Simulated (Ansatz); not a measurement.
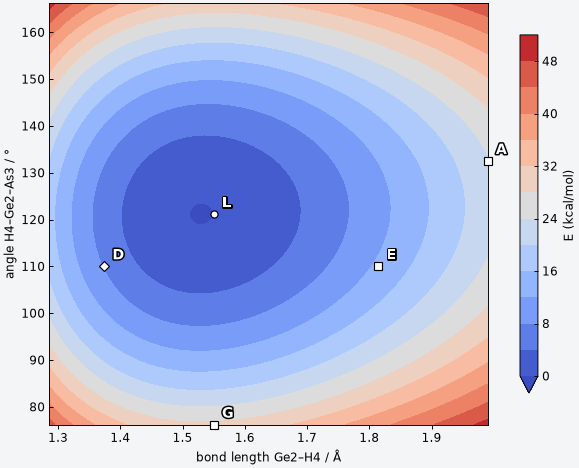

AsGeH3O, SMILES [O]1[GeH2][AsH]1. First axis: bond length Ge2–H4. Second axis: angle H4–Ge2–As3. Nothing is relaxed (all other coordinates rigid). The scan uses a 9 × 9 grid. Points are written as (first, second). All energies are given in kcal/mol relative to the lowest grid point. Method: RKS PBE0-D4/def2-TZVP (Ansatz).

In the figure: filled contours, lettered points. Between grid points the surface is interpolated.

> Is D the lowest point of the computed grid?

No. D lies 7.7 kcal/mol above the lowest grid point, which is at (1.550 Å, 121.2°).

> What kind of point is each of D, E, L: minimum, saddle, maximum or slope?

D: on a slope; E: on a slope; L: minimum. (In these two coordinates alone; a stationary point may lie a little off the grid point.)
